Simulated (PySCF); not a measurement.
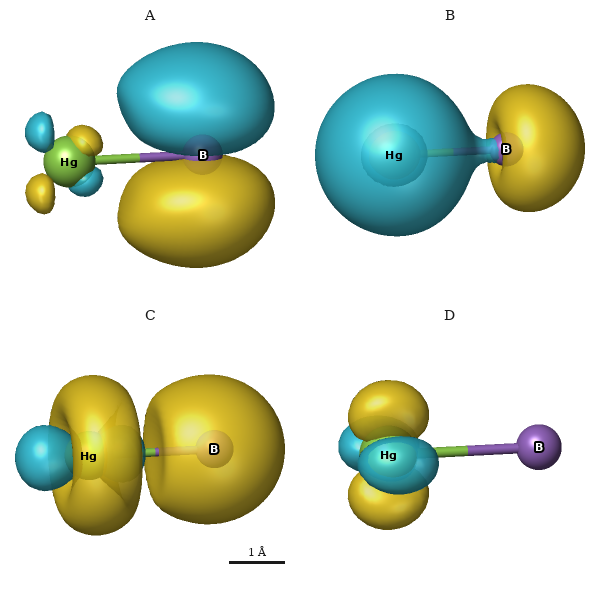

*HgB (charge +1). Four frontier orbitals, each drawn at the value that holds 80 % of its norm (yellow and cyan are the two phases), in no order; of a degenerate pair one member is drawn.*

Core potentials replace the inner electrons of Hg.

These are results of PySCF 2.14.0, PBE0/cc-pVDZ(-PP), non-relativistic Hamiltonian with scalar-relativistic core potentials where named, at a bond length of 2.374 Å, not measurements.

> Label each orbital by symmetry, say whether it is occupied, and order them by energy.

Orbital D: δ, occupied, −19.10 eV; almost wholly on Hg.
Orbital C: σ, occupied, −17.88 eV; shared between the atoms (Hg 55 %, B 45 %).
Orbital B: σ, occupied, −13.89 eV; shared between the atoms (Hg 60 %, B 40 %).
Orbital A: π, empty, −9.47 eV; mainly on B (85 %).
